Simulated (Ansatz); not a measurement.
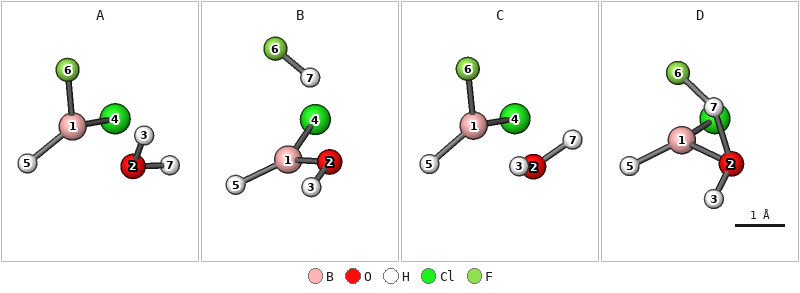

4 geometries from a converged minimum-energy path of BH3OClF, shuffled. A ball-and-stick model, seen from a free direction.

All numbers below come from RKS BLYP/def2-SVP (Ansatz 0.2.0). Run with 7 movable images; climbing image; force threshold 0.05 eV/Å; iteration limit 60; starting path through a guess of the saddle point.

One of them is the converged climbing image. Which?

Answer. D. In order along the path, whose images run from 0 to 8: B (image 0, 0.00 eV), D (image 2, +0.54 eV), C (image 6, −0.35 eV), A (image 8, −0.41 eV). Breaking: F6–H7 (0.94 → 1.13 at the top → 2.92 Å). Forming: B1–F6 (2.93 → 1.69 at the top → 1.37 Å), O2–H7 (1.89 → 1.30 at the top → 0.99 Å).
